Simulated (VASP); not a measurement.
Band structure of CsI (relaxed from the zinc blende structure, space group F-43m). Calculation: PBEsol GGA, VASP's PBE PAW potentials (set 64) (plane waves; VASP).

Unless said otherwise, spin-orbit coupling is left out, though it shifts the bands of the heavy elements here.

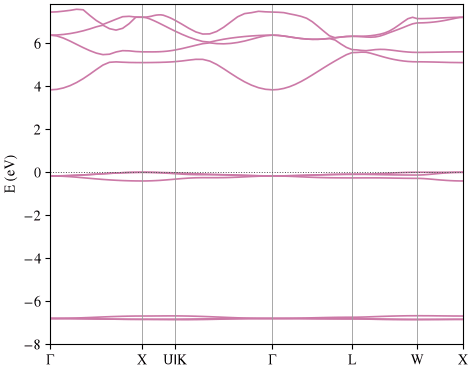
*Bands along high-symmetry lines, zero at the valence-band maximum or, without a gap, the Fermi level*

### Question
Read the plot: is there a gap, and where are the band edges?

### Answer
The gap is indirect, 3.83 eV, from the valence maximum at W to the conduction minimum at Γ. (Edges off the drawn lines would not show.)

The structure was generated: CsI was put into the zinc blende type (F-43m), which need not be its known phase. It was relaxed first, which changed the volume by -9 %.
